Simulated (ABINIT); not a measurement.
# Quasiparticle gap of PbO (P4/nmm) in ABINIT, part 2 of 3

Aim: the G0W0 gap of PbO (P4/nmm) on PBE, step by step.

ABINIT 10.8.3; PBE and many-body steps on it, plane waves. Known limits of the many-body steps: not at the basis limit; no spin-orbit coupling; coarse k mesh.

So far. Step 2 (Ground state): The gap is indirect, with the least direct gap 0.98 eV higher.

The database entry behind the starting cell differs from later determinations by our own check (c about 1 % long), so it need not match the best structure at ambient conditions.

## 3. Bands along the symmetry lines

Level of this step: DFT, PBE, plane waves, norm-conserving pseudopotentials (ABINIT).

Levels along a band path, at the cheap level, show where the edges lie and whether the meshes to come will hold them.

run.abi reads:

```
acell 3*1.0 Angstrom
rprim 
  3.960000000000 0.000000000000 0.000000000000
  0.000000000000 3.960000000000 0.000000000000
  0.000000000000 0.000000000000 5.070000000000
ntypat 2
znucl 82 8
natom 4
typat 1 1 2 2
xred 
  0.000000000000 0.500000000000 0.239357705921
  0.500000000000 0.000000000000 0.760642294079
  -0.000000000000 0.000000000000 0.000000000000
  0.500000000000 0.500000000000 0.000000000000
pp_dirpath "pseudos"
pseudos "Pb.upf, O.upf"
ecut 42
iscf -2
irdden 1
kptopt 0
nkpt 75
kpt 
  0.00000000 0.00000000 0.00000000
  0.00000000 0.06250000 0.00000000
  0.00000000 0.12500000 0.00000000
  0.00000000 0.18750000 0.00000000
  0.00000000 0.25000000 0.00000000
  0.00000000 0.31250000 0.00000000
  0.00000000 0.37500000 0.00000000
  0.00000000 0.43750000 0.00000000
  0.00000000 0.50000000 0.00000000
  0.06250000 0.50000000 0.00000000
  0.12500000 0.50000000 0.00000000
  0.18750000 0.50000000 0.00000000
  0.25000000 0.50000000 0.00000000
  0.31250000 0.50000000 0.00000000
  0.37500000 0.50000000 0.00000000
  0.43750000 0.50000000 0.00000000
  0.50000000 0.50000000 0.00000000
  0.43750000 0.43750000 0.00000000
  0.37500000 0.37500000 0.00000000
  0.31250000 0.31250000 0.00000000
  0.25000000 0.25000000 0.00000000
  0.18750000 0.18750000 0.00000000
  0.12500000 0.12500000 0.00000000
  0.06250000 0.06250000 0.00000000
  0.00000000 0.00000000 0.00000000
  0.00000000 0.00000000 0.06250000
  0.00000000 0.00000000 0.12500000
  0.00000000 0.00000000 0.18750000
  0.00000000 0.00000000 0.25000000
  0.00000000 0.00000000 0.31250000
  0.00000000 0.00000000 0.37500000
  0.00000000 0.00000000 0.43750000
  0.00000000 0.00000000 0.50000000
  0.00000000 0.06250000 0.50000000
  0.00000000 0.12500000 0.50000000
  0.00000000 0.18750000 0.50000000
  0.00000000 0.25000000 0.50000000
  0.00000000 0.31250000 0.50000000
  0.00000000 0.37500000 0.50000000
  0.00000000 0.43750000 0.50000000
  0.00000000 0.50000000 0.50000000
  0.06250000 0.50000000 0.50000000
  0.12500000 0.50000000 0.50000000
  0.18750000 0.50000000 0.50000000
  0.25000000 0.50000000 0.50000000
  0.31250000 0.50000000 0.50000000
  0.37500000 0.50000000 0.50000000
  0.43750000 0.50000000 0.50000000
  0.50000000 0.50000000 0.50000000
  0.43750000 0.43750000 0.50000000
  0.37500000 0.37500000 0.50000000
  0.31250000 0.31250000 0.50000000
  0.25000000 0.25000000 0.50000000
  0.18750000 0.18750000 0.50000000
  0.12500000 0.12500000 0.50000000
  0.06250000 0.06250000 0.50000000
  0.00000000 0.00000000 0.50000000
  0.00000000 0.50000000 0.00000000
  0.00000000 0.50000000 0.06250000
  0.00000000 0.50000000 0.12500000
  0.00000000 0.50000000 0.18750000
  0.00000000 0.50000000 0.25000000
  0.00000000 0.50000000 0.31250000
  0.00000000 0.50000000 0.37500000
  0.00000000 0.50000000 0.43750000
  0.00000000 0.50000000 0.50000000
  0.50000000 0.50000000 0.00000000
  0.50000000 0.50000000 0.06250000
  0.50000000 0.50000000 0.12500000
  0.50000000 0.50000000 0.18750000
  0.50000000 0.50000000 0.25000000
  0.50000000 0.50000000 0.31250000
  0.50000000 0.50000000 0.37500000
  0.50000000 0.50000000 0.43750000
  0.50000000 0.50000000 0.50000000
istwfk *1
nband 35
nbdbuf 2
tolwfr 1e-08
nstep 40
prtwf 0
prtvol 0
indata_prefix "in"
outdata_prefix "out"
tmpdata_prefix "tmp"
```

The run is started by

```
OMP_NUM_THREADS=1 mpirun -n 8 abinit run.abi > log
```

Numbers of over 12 decimals in the logs are rounded to 6 here.

The log of the run:

```text
.Version 10.8.3 of ABINIT. v10.8.2 released Aug 2026.

 Symmetries : space group P4/n m m (#129); Bravais tP (primitive tetrag.)
[... echo of the input left out ...]
== DATASET  1 ==================================================================
-   mpi_nproc: 8, omp_nthreads: 1 (-1 if OMP is not activated)

--- !DatasetInfo
iteration_state: {dtset: 1, }
dimensions: {natom: 4, nkpt: 75, mband: 35, nsppol: 1, nspinor: 1, nspden: 1, mpw: 7032, }
cutoff_energies: {ecut:  42.0, pawecutdg:  -1.0, }
electrons: {nelect:   5.60000000E+01, charge:   0.00000000E+00, occopt:   1.00000000E+00, tsmear:   1.00000000E-02, }

 Real(R)+Recip(G) space primitive vectors, cartesian coordinates (Bohr,Bohr^-1):
 R(1)=  7.4833155  0.0000000  0.0000000  G(1)=  0.1336306  0.0000000  0.0000000
 R(2)=  0.0000000  7.4833155  0.0000000  G(2)=  0.0000000  0.1336306  0.0000000
 R(3)=  0.0000000  0.0000000  9.5809115  G(3)=  0.0000000  0.0000000  0.1043742
 Unit cell volume ucvol=  5.3653114E+02 bohr^3
 Angles (23,13,12)=  9.00000000E+01  9.00000000E+01  9.00000000E+01 degrees

 getcut: wavevector=  0.0000  0.0000  0.0000  ngfft=  45  45  60
         ecut(hartree)=     42.000   => boxcut(ratio)=   2.01544

--- Pseudopotential description ------------------------------------------------
- Pb Generated using ONCVPSP code by D. R. Hamann
- 82.00000  22.00000  220131                  znucl, zion, pspdat
12 -101130 3 -1 1692                          pspcod,pspxc,lmax,lloc,mmax
     nproj     2     2     2     1
  pspatm : epsatm=   27.21822286
         --- l  ekb(1:nproj) -->
             0   15.655587    1.914583
             1    7.187683    1.168328
             2    3.424574    0.432546
             3    9.337611
 pspatm: atomic psp has been read  and splines computed

- O Generated using ONCVPSP code by D. R. Hamann
-  8.00000   6.00000  171031                  znucl, zion, pspdat
12 -101130 2 -1 936                           pspcod,pspxc,lmax,lloc,mmax
     nproj     2     2     1     0
  pspatm : epsatm=    6.17005460
         --- l  ekb(1:nproj) -->
[...]
2   -1.331955
 pspatm: atomic psp has been read  and splines computed

--------------------------------------------------------------------------------

================================================================================
 prteigrs : about to open file out_EIG
 Non-SCF case, kpt    1 (  0.00000  0.00000  0.00000), residuals and eigenvalues=
  8.90E-09  7.91E-09  2.35E-09  6.44E-09  2.71E-09  7.00E-09  6.12E-09  3.35E-09
  4.79E-09  2.53E-09  2.78E-09  9.93E-09  1.50E-09  1.95E-09  7.91E-09  1.95E-09
  7.32E-09  8.30E-09  7.27E-09  2.38E-09  5.07E-09  2.13E-09  7.44E-09  9.03E-09
[...]
-4.8391E+00 -4.8391E+00 -2.6964E+00 -2.6964E+00 -2.6963E+00 -2.6963E+00
 -2.6962E+00 -2.6962E+00 -4.1289E-01 -3.9311E-01 -3.2927E-01 -3.2927E-01
[...]
Non-SCF case, kpt   74 (  0.50000  0.50000  0.43750), residuals and eigenvalues=
[...]
4.4013E-01  4.4013E-01  4.7249E-01  4.7249E-01  6.5506E-01
 Non-SCF case, kpt   75 (  0.50000  0.50000  0.50000), residuals and eigenvalues=
[...]
-2.8844E-01 -2.8844E-01 -3.7298E-02 -3.7298E-02  1.1760E-01  1.1760E-01
  1.7599E-01  1.7599E-01  2.2482E-01  2.2482E-01  3.8342E-01  3.8342E-01
  4.3231E-01  4.3231E-01  4.7312E-01  4.7312E-01  6.6055E-01

--- !ResultsGS
iteration_state: {dtset: 1, }
comment   : Summary of ground state results
lattice_vectors:
- [  7.4833155,   0.0000000,   0.0000000, ]
- [  0.0000000,   7.4833155,   0.0000000, ]
- [  0.0000000,   0.0000000,   9.5809115, ]
lattice_lengths: [   7.48332,    7.48332,    9.58091, ]
lattice_angles: [ 90.000,  90.000,  90.000, ] # degrees, (23, 13, 12)
lattice_volume:   5.3653114E+02
convergence: {deltae:  0.000E+00, res2:  0.000E+00, residm:  9.995E-09, diffor:  0.000E+00, }
etotal    :  -4.52737043E+02
entropy   :   0.00000000E+00
fermie    :   2.60970933E-01
cartesian_stress_tensor: null
pressure_GPa: null
xred      :
- [  0.0000E+00,   5.0000E-01,   2.3936E-01, Pb]
- [  5.0000E-01,   0.0000E+00,   7.6064E-01, Pb]
- [  0.0000E+00,   0.0000E+00,   0.0000E+00,  O]
- [  5.0000E-01,   5.0000E-01,   0.0000E+00,  O]
cartesian_forces: null
force_length_stats: {min: null, max: null, mean: null, }

 Integrated electronic density in atomic spheres:
 ------------------------------------------------
 Atom  Sphere_radius  Integrated_density
[...]
================================================================================

 ----iterations are completed or convergence reached----

 Mean square residual over all n,k,spin=   49.176E-10; max=  99.946E-10
 reduced coordinates (array xred) for    4 atoms
[...]
cartesian coordinates (angstrom) at end:
    1      0.000000     1.980000     1.213544
    2      1.980000     0.000000     3.856456
    3      0.000000     0.000000     0.000000
    4      1.980000     1.980000     0.000000
 length scales=  1.889726125908  1.889726125908  1.889726125908 bohr
              =  1.000000000000  1.000000000000  1.000000000000 angstroms
 prteigrs : about to open file out_EIG
 Eigenvalues (hartree) for nkpt=  75  k points:
 kpt#   1, nband= 35, wtk=  1.00000, kpt=  0.0000  0.0000  0.0000 (reduced coord)
[...]
kpt#   2, nband= 35, wtk=  1.00000, kpt=  0.0000  0.0625  0.0000 (reduced coord)
[...]
kpt#   3, nband= 35, wtk=  1.00000, kpt=  0.0000  0.1250  0.0000 (reduced coord)
[...]
kpt#  74, nband= 35, wtk=  1.00000, kpt=  0.5000  0.5000  0.4375 (reduced coord)
[...]
0.47249    0.47249    0.65506
 kpt#  75, nband= 35, wtk=  1.00000, kpt=  0.5000  0.5000  0.5000 (reduced coord)
[...]
-0.32177   -0.32177   -0.28844   -0.28844   -0.03730   -0.03730    0.11760    0.11760
   0.17599    0.17599    0.22482    0.22482    0.38342    0.38342    0.43231    0.43231
   0.47312    0.47312    0.66055

== END DATASET(S) ==============================================================
================================================================================

 -outvars: echo values of variables after computation  --------
            nband          35
             nkpt          75
          spgroup         129
 [... the other variables as echoed above ...]

 Calculation completed.
```

Run time: 23 s. Hardware: 8 MPI ranks of AMD EPYC 9R45, shared host; peak memory 0.89 GiB.

Numbers from this step:

- gap: 1.116 eV
- k of the valence top: 0, 0.0625, 0
- k of the conduction bottom: 0.5, 0.5, 0
- least direct gap: 2.098 eV

The gap is 1.116 eV, −0.001 eV from the run before at this level.

Electronic bands along the path, in eV, zero at the top of the highest filled band:

| point | band 25 | band 26 | band 27 | band 28 | band 29 | band 30 | band 31 | band 32 |
| --- | --- | --- | --- | --- | --- | --- | --- | --- |
| Γ | -1.72 | -1.58 | -1.58 | 0.00 | 2.41 | 5.54 | 5.56 | 5.56 |
| X | -2.94 | -2.94 | -1.74 | -1.74 | 3.32 | 3.32 | 6.62 | 6.62 |
| M | -1.77 | -1.77 | -0.98 | -0.98 | 1.12 | 1.12 | 5.18 | 5.18 |
| Γ | -1.72 | -1.58 | -1.58 | 0.00 | 2.41 | 5.54 | 5.56 | 5.56 |
| Z | -1.76 | -1.61 | -1.61 | -1.09 | 2.12 | 3.96 | 3.96 | 4.33 |
| R | -2.91 | -2.91 | -1.07 | -1.07 | 3.00 | 3.00 | 6.29 | 6.29 |
| A | -2.31 | -2.31 | -0.98 | -0.98 | 3.33 | 3.33 | 4.66 | 4.66 |
| Z | -1.76 | -1.61 | -1.61 | -1.09 | 2.12 | 3.96 | 3.96 | 4.33 |
| jump to X | -2.94 | -2.94 | -1.74 | -1.74 | 3.32 | 3.32 | 6.62 | 6.62 |
| R | -2.91 | -2.91 | -1.07 | -1.07 | 3.00 | 3.00 | 6.29 | 6.29 |
| jump to M | -1.77 | -1.77 | -0.98 | -0.98 | 1.12 | 1.12 | 5.18 | 5.18 |
| A | -2.31 | -2.31 | -0.98 | -0.98 | 3.33 | 3.33 | 4.66 | 4.66 |

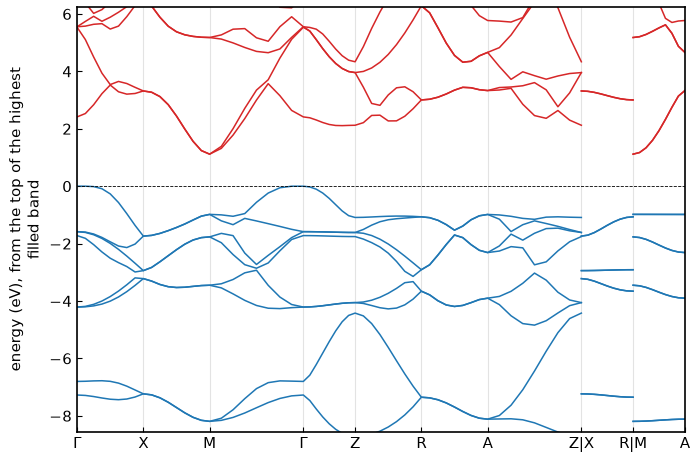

Electronic bands along the path; lines of filled and empty bands in two colours.

## 4. Empty states on the mesh, 4×4×2 mesh, 111 bands

The sums over transitions need many empty states on a uniform mesh; this step solves for them.

run.abi reads:

```
acell 3*1.0 Angstrom
rprim 
  3.960000000000 0.000000000000 0.000000000000
  0.000000000000 3.960000000000 0.000000000000
  0.000000000000 0.000000000000 5.070000000000
ntypat 2
znucl 82 8
natom 4
typat 1 1 2 2
xred 
  0.000000000000 0.500000000000 0.239357705921
  0.500000000000 0.000000000000 0.760642294079
  -0.000000000000 0.000000000000 0.000000000000
  0.500000000000 0.500000000000 0.000000000000
pp_dirpath "pseudos"
pseudos "Pb.upf, O.upf"
ecut 42
ngkpt 4 4 2
nshiftk 1
shiftk 0 0 0
kptopt 1
chksymbreak 0
iscf -2
irdden 1
istwfk *1
nband 111
nbdbuf 10
tolwfr 1e-09
nstep 60
prtvol 0
indata_prefix "in"
outdata_prefix "out"
tmpdata_prefix "tmp"
```

The log of the run:

```text
.Version 10.8.3 of ABINIT. v10.8.2 released Aug 2026.

 Symmetries : space group P4/n m m (#129); Bravais tP (primitive tetrag.)
[... echo of the input left out ...]
== DATASET  1 ==================================================================
-   mpi_nproc: 8, omp_nthreads: 1 (-1 if OMP is not activated)
-    --> not optimal distribution: autoparal keyword recommended in input file <--

--- !DatasetInfo
iteration_state: {dtset: 1, }
dimensions: {natom: 4, nkpt: 12, mband: 111, nsppol: 1, nspinor: 1, nspden: 1, mpw: 7032, }
cutoff_energies: {ecut:  42.0, pawecutdg:  -1.0, }
electrons: {nelect:   5.60000000E+01, charge:   0.00000000E+00, occopt:   1.00000000E+00, tsmear:   1.00000000E-02, }

 Real(R)+Recip(G) space primitive vectors, cartesian coordinates (Bohr,Bohr^-1):
 R(1)=  7.4833155  0.0000000  0.0000000  G(1)=  0.1336306  0.0000000  0.0000000
 R(2)=  0.0000000  7.4833155  0.0000000  G(2)=  0.0000000  0.1336306  0.0000000
 R(3)=  0.0000000  0.0000000  9.5809115  G(3)=  0.0000000  0.0000000  0.1043742
 Unit cell volume ucvol=  5.3653114E+02 bohr^3
 Angles (23,13,12)=  9.00000000E+01  9.00000000E+01  9.00000000E+01 degrees

 getcut: wavevector=  0.0000  0.0000  0.0000  ngfft=  45  45  60
         ecut(hartree)=     42.000   => boxcut(ratio)=   2.01544

--- Pseudopotential description ------------------------------------------------
- Pb Generated using ONCVPSP code by D. R. Hamann
- 82.00000  22.00000  220131                  znucl, zion, pspdat
12 -101130 3 -1 1692                          pspcod,pspxc,lmax,lloc,mmax
     nproj     2     2     2     1
  pspatm : epsatm=   27.21822286
         --- l  ekb(1:nproj) -->
             0   15.655587    1.914583
             1    7.187683    1.168328
             2    3.424574    0.432546
             3    9.337611
 pspatm: atomic psp has been read  and splines computed

- O Generated using ONCVPSP code by D. R. Hamann
-  8.00000   6.00000  171031                  znucl, zion, pspdat
12 -101130 2 -1 936                           pspcod,pspxc,lmax,lloc,mmax
     nproj     2     2     1     0
  pspatm : epsatm=    6.17005460
         --- l  ekb(1:nproj) -->
[...]
2   -1.331955
 pspatm: atomic psp has been read  and splines computed

--------------------------------------------------------------------------------

================================================================================
 prteigrs : about to open file out_EIG
 Non-SCF case, kpt    1 (  0.00000  0.00000  0.00000), residuals and eigenvalues=
  6.76E-10  6.59E-10  5.88E-10  7.69E-10  2.95E-10  6.04E-10  2.35E-10  2.73E-10
  3.29E-10  9.87E-10  1.60E-10  4.43E-10  3.16E-10  2.40E-10  3.12E-10  3.89E-10
  2.42E-10  3.89E-10  2.53E-10  5.90E-10  4.93E-10  1.62E-10  4.41E-10  7.66E-10
[...]
6.86E-08  3.97E-07  1.34E-06  5.21E-07  5.27E-06  4.97E-05  9.29E-04
 -4.8391E+00 -4.8391E+00 -2.6964E+00 -2.6964E+00 -2.6963E+00 -2.6963E+00
 -2.6962E+00 -2.6962E+00 -4.1289E-01 -3.9311E-01 -3.2927E-01 -3.2927E-01
 -3.2711E-01 -3.2697E-01 -3.2393E-01 -3.2125E-01 -3.2109E-01 -3.2109E-01
[...]
1.9192E+00  1.9350E+00  1.9369E+00  1.9369E+00  2.0407E+00  2.0407E+00
  2.0717E+00  2.0813E+00  2.0949E+00  2.1178E+00  2.1178E+00  2.1249E+00
[...]
prteigrs : prtvol=0 or 1, do not print more k-points.

--- !ResultsGS
iteration_state: {dtset: 1, }
comment   : Summary of ground state results
lattice_vectors:
- [  7.4833155,   0.0000000,   0.0000000, ]
- [  0.0000000,   7.4833155,   0.0000000, ]
- [  0.0000000,   0.0000000,   9.5809115, ]
lattice_lengths: [   7.48332,    7.48332,    9.58091, ]
lattice_angles: [ 90.000,  90.000,  90.000, ] # degrees, (23, 13, 12)
lattice_volume:   5.3653114E+02
convergence: {deltae:  0.000E+00, res2:  0.000E+00, residm:  9.927E-10, diffor:  0.000E+00, }
etotal    :  -4.52737043E+02
entropy   :   0.00000000E+00
fermie    :   2.60970933E-01
cartesian_stress_tensor: null
pressure_GPa: null
xred      :
- [  0.0000E+00,   5.0000E-01,   2.3936E-01, Pb]
- [  5.0000E-01,   0.0000E+00,   7.6064E-01, Pb]
- [  0.0000E+00,   0.0000E+00,   0.0000E+00,  O]
- [  5.0000E-01,   5.0000E-01,   0.0000E+00,  O]
cartesian_forces: null
force_length_stats: {min: null, max: null, mean: null, }

 Integrated electronic density in atomic spheres:
 ------------------------------------------------
 Atom  Sphere_radius  Integrated_density
[...]
================================================================================

 ----iterations are completed or convergence reached----

 Mean square residual over all n,k,spin=   42.931E-11; max=  99.275E-11
 reduced coordinates (array xred) for    4 atoms
[...]
0.000000000000      0.000000000000      0.000000000000
       0.500000000000      0.500000000000      0.000000000000

 cartesian coordinates (angstrom) at end:
    1      0.000000     1.980000     1.213544
    2      1.980000     0.000000     3.856456
    3      0.000000     0.000000     0.000000
    4      1.980000     1.980000     0.000000
 length scales=  1.889726125908  1.889726125908  1.889726125908 bohr
              =  1.000000000000  1.000000000000  1.000000000000 angstroms
 prteigrs : about to open file out_EIG
 Eigenvalues (hartree) for nkpt=  12  k points:
 kpt#   1, nband=111, wtk=  0.03125, kpt=  0.0000  0.0000  0.0000 (reduced coord)
[...]
1.83989    1.85804    1.86959    1.86959    1.87550    1.89253    1.91117    1.91117
   1.91922    1.93503    1.93692    1.93692    2.04069    2.04069    2.07166    2.08131
   2.09491    2.11778    2.11778    2.12488    2.14095    2.14105    2.17135
 prteigrs : prtvol=0 or 1, do not print more k-points.

== END DATASET(S) ==============================================================
================================================================================

 -outvars: echo values of variables after computation  --------
            nband         111
             nkpt          12
          spgroup         129
 [... the other variables as echoed above ...]

 Calculation completed.
```

Elapsed: 30 s, on 8 MPI ranks; peak memory 0.8 GiB; 3.9 min of CPU time.

This step gave:

```
gap                                                           : 1.117 eV
k of the valence top                                          : 0, 0, 0
k of the conduction bottom                                    : 0.5, 0.5, 0
least direct gap                                              : 2.098 eV
k points computed                                             : 12
lowest point of the top converged band, above the valence top : 47.02 eV
```

On this mesh the gap is 1.117 eV.

[end of part 2 of 3]

[Paths, hosts, dates, memory and timing lines, banners, echoed tables and standing remarks are left out of the program output.]

[Logs are printed without paths, hosts, clocks, repeated set-up lines and the standing remarks that a program may print on its own settings, such as how far it seeks lower states.]

[Runs of the session that timed out or met a known fault of the program may be left out.]

[Hosts, paths, dates, database ids (printed as entryN), source tags and the programs' standing remarks are cut or masked in the printed files.]

[G0W0 gaps are taken among the corrected bands and points alone; a level outside them can change the order at an edge.]

[Where Ansatz stands beside ABINIT at settings called matched, ABINIT's density can come from a denser mesh and the files from another edition; pairs whose starting gaps differed by over 0.03 eV were left out, so agreement reads better than it is.]
